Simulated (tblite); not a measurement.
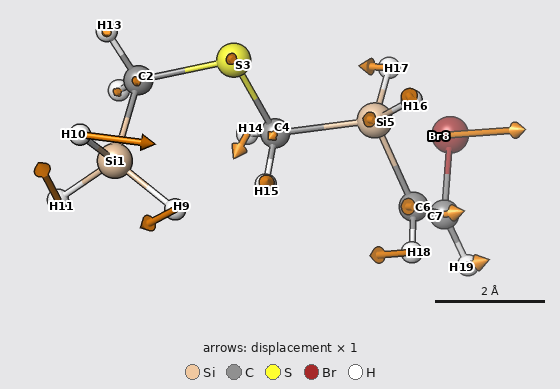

This is a relaxation of C4H11BrSSi2. The starting structure is drawn; orange arrows show the displacements, at their true length. The two geometries are superimposed by the best rigid fit.

Style: ball-and-stick. Shown at a tilt.

Level of theory: tblite, GFN2-xTB geometry optimisation, gas phase. 

### Which element moves most?

Bromine: up to 1.94 Å, against 1.43 Å for hydrogen.

### Describe the change and its energy.

The energy falls by 0.567 eV in 177 geometry steps. The Br atom moves most after the best rigid fit: 1.94 Å. By element the largest moves are Br 1.94 Å, H 1.43 Å, C 0.48 Å, Si 0.40 Å, S 0.25 Å. Among the contacts that change: C–Si 1.859 → 1.906 Å, C–Si 1.842 → 1.887 Å, C–H 1.130 → 1.089 Å, Br–C 1.923 → 1.889 Å. Bond angles that change, for instance: S–C–H 110.5° → 103.9°, H–Si–H 106.3° → 112.1°, Si–C–H 107.5° → 112.9°. Groups turn about C–Si by about 65°, C–Si by about 55°.
